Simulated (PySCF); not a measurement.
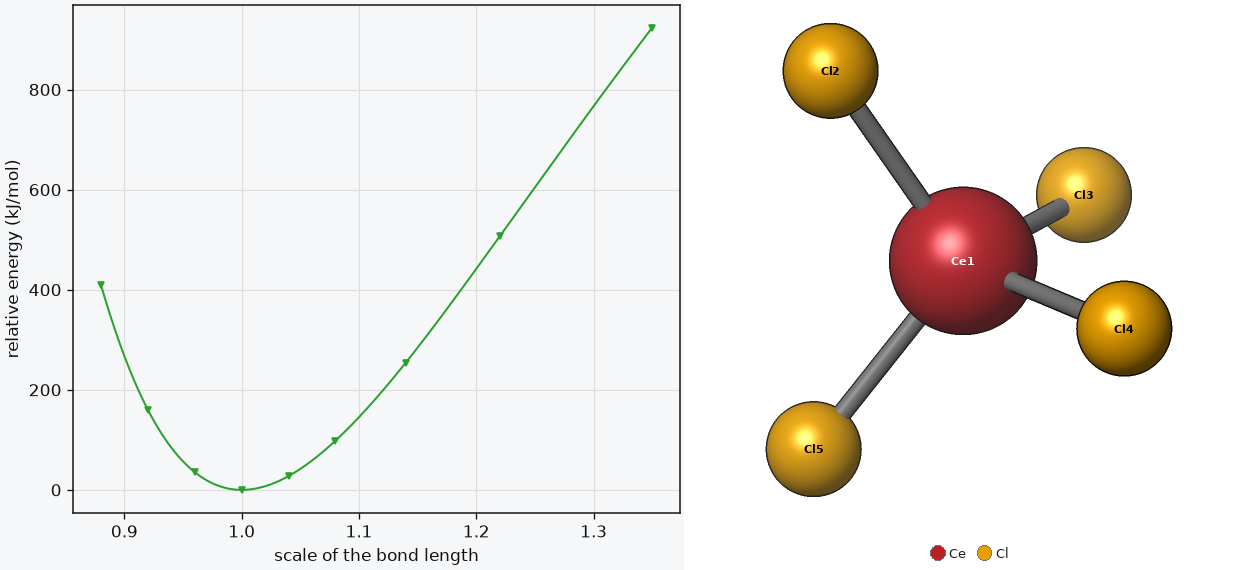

Rigid scan of CeCl₄, singlet, from a minimum of the shape that electron-pair counting expects: all bonds to atom 1 scaled (atom 1 is the central atom). PBE0/lcecp-2/def2-TZVP (ECP) with PySCF, restricted determinant, no spin-orbit coupling; energies counted from the minimum. Splines pass through the computed points, which are marked.

> What does it cost to go to either end of the scan?

409.7 kJ/mol at 0.88 and 923.8 kJ/mol at 1.35.

> Give the values at the computed points.

In kJ/mol:
| scale of the bond length | PBE0 |
| --- | --- |
| 0.88 | 409.7 |
| 0.92 | 160.2 |
| 0.96 | 35.4 |
| 1.00 | 0.0 |
| 1.04 | 27.6 |
| 1.08 | 98.4 |
| 1.14 | 254.5 |
| 1.22 | 506.7 |
| 1.35 | 923.8 |

Note: 4f shell held in the core potential, spin of the 4f shell not counted; spin-orbit coupling is left out, and with Ce it can shift these values.
